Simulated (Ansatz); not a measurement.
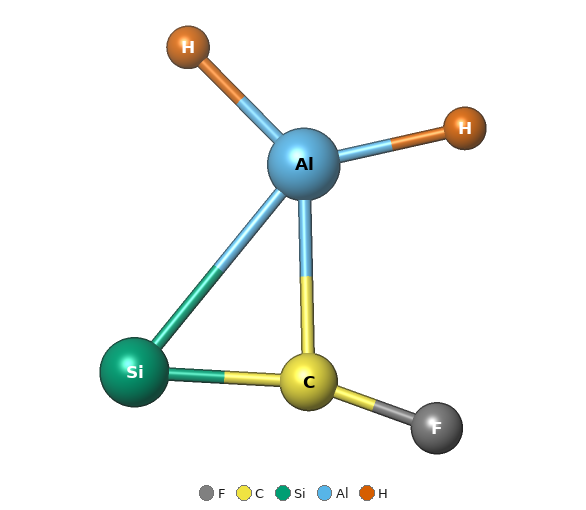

All atoms lie in one plane, which faces the viewer. Computed geometry: PBE0-D4/def2-TZVP optimisation. No frequency run is at hand to confirm it as a minimum.

Q: List the symmetry elements and name the point group.

A: It has 1 mirror plane, so the point group is Cs. The group has 2 operations. The geometry is achiral, and symmetry allows a dipole moment.
